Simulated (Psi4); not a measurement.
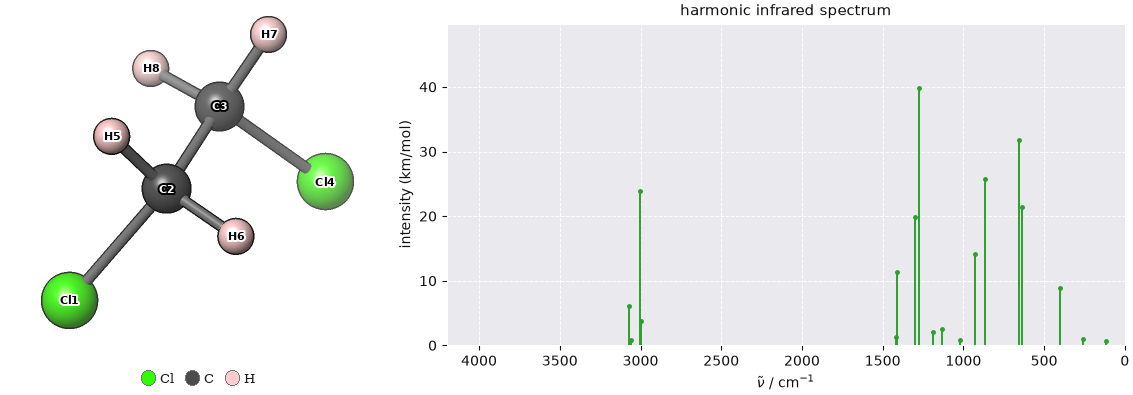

Infrared spectrum of C₂H₄Cl₂, SMILES ClCCCl. Unscaled harmonic wavenumbers and double-harmonic intensities, BP86/6-311G(d,p) (dispersion D3(BJ)), Psi4, at a geometry relaxed at this level, isolated molecule.

> Which lines are the most intense?

1276.4 cm⁻¹ (39.8 km/mol), 654.9 cm⁻¹ (31.7 km/mol) and 866.5 cm⁻¹ (25.7 km/mol).

> Which is the highest mode?

3072.4 cm⁻¹ (6.0 km/mol).

Known limits of this run: one conformer of a flexible molecule.
